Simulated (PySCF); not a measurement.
SMILES C#CCC[Si](F)(F)F (C4H5F3Si) at its GFN2-xTB optimised geometry (Å):

```
13

C      2.3680     0.2877     1.0753
C      1.1748     0.3334     1.1489
C     -0.2726     0.3684     1.2008
C     -0.8774    -0.3851     0.0000
Si    -2.7534    -0.3851     0.0000
F     -3.3990    -1.0866     1.2698
F     -3.3978     1.0662     0.0000
F     -3.4154    -1.1170    -1.2429
H      3.4154     0.2566     1.0289
H     -0.6026     1.4106     1.1956
H     -0.6048    -0.0878     2.1370
H     -0.4998    -1.4106     0.0088
H     -0.4997     0.0689    -0.9196
```

Computed with CAM-B3LYP/def2-TZVP (PySCF). Cells within 0.4 Å of a nucleus heavier than hydrogen are left out (blank, or x).

Map of the electron localisation function on the plane z = 0.0 Å:

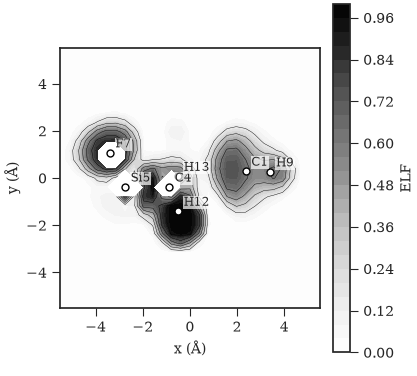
Figure: Electron localisation function on the plane z = 0.0 Å.
